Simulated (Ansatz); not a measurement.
# ClH2SeSn: the cost of one run

All numbers are computed with the Python package of Ansatz 0.2.0. Level of theory: B3LYP+D3(BJ)/def2-SVP.

**1. Starting point**

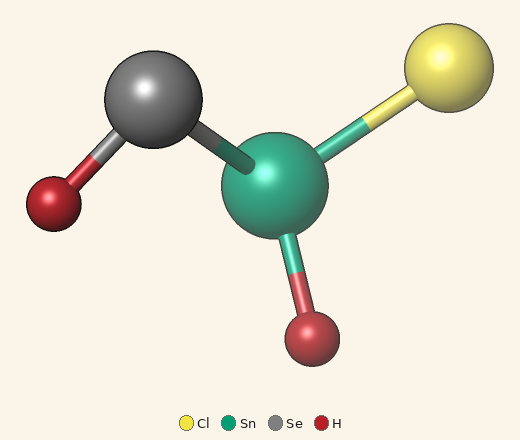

The starting structure, viewed from a chosen angle; chlorine yellow, tin teal, selenium grey, hydrogen red.

The script reads clh2sesn.xyz:

```xyz
5

Cl   -2.50670    0.95170    0.04680
Sn   -0.65650   -0.36440    0.32120
Se    1.41620    1.07940    0.16520
H    -0.53600   -1.56940   -0.93800
H     2.33290   -0.17100    0.36340
```

**2. Script**

Input file scan.py:

```python
import ansatz as az
import matplotlib.pyplot as plt
import numpy as np

system = az.Crystal.molecule_from_extxyz("clh2sesn.xyz")

symbols = [site.symbol for site in system.cartesian_sites]
start = np.array([site.position_ang for site in system.cartesian_sites])
axis = (start[4] - start[2]) / np.linalg.norm(start[4] - start[2])
moving = [4]
lengths, energies = [1.375, 1.438, 1.501, 1.563, 1.626, 1.688, 1.751, 1.844], []
for length in lengths:
    xyz = start.copy()
    xyz[moving] += (length - np.linalg.norm(start[4] - start[2])) * axis
    point = az.Crystal.molecule()
    for symbol, place in zip(symbols, xyz):
        point = point.atom(symbol, place.tolist())
    calc = (
        point.calculation()
        .basis(gaussian="def2-SVP")
        .functional("b3lyp", dispersion="d3bj")
        .spin("collinear", total=1)
    )
    summary = calc.run(threads=1).report
    energies.append(summary["free_energy_ev"])
    print(f"r = {length:6.3f} A  E = {energies[-1]:.5f} eV  <S^2> = {abs(summary['mean_field']['state']['spin_squared']):.3f}")

fit = np.polynomial.Polynomial.fit(lengths, np.array(energies) - min(energies), 4).convert()
roots = [r.real for r in fit.deriv().roots() if abs(r.imag) < 1e-9 and fit.deriv(2)(r.real) > 0]
r_e = min(roots, key=lambda r: abs(r - lengths[int(np.argmin(energies))]))
print(f"minimum of the fit at {r_e:.4f} A, force constant {fit.deriv(2)(r_e):.2f} eV/A^2")
plt.figure(figsize=(4.5, 3))
plt.plot(lengths, np.array(energies) - min(energies), "o-")
plt.xlabel("bond length (A)")
plt.ylabel("E - E(min) (eV)")
plt.tight_layout()
plt.savefig("scan.png", dpi=100)
```

**3. The input behind the calls**

The engine receives this input (first run):

```yaml
crystal:
  periodic: [false, false, false]
  atoms:
    - { symbol: Cl, position_ang: [-2.5067, 0.9517, 0.0468] }
    - { symbol: Sn, position_ang: [-0.6565, -0.3644, 0.3212] }
    - { symbol: Se, position_ang: [1.4162, 1.0794, 0.1652] }
    - { symbol: H, position_ang: [-0.536, -1.5694, -0.938] }
    - { symbol: H, position_ang: [2.2226126401001136, -0.020565490543451498, 0.3395547346654767] }
basis:
  gaussian:
    orbitals: def2-SVP
hamiltonian:
  xc: b3lyp
  dispersion: d3bj
magnetization:
  spin_polarized: true
  initial_magnetization: 1.0
```

**4. Running it**

On the command line:

```sh
$ python scan.py
```

**Question.** How long does this script take on 1 thread of Arm Neoverse V2, shared host, and how much memory does it need?

About 53 s, with a peak of 0.38 GiB.
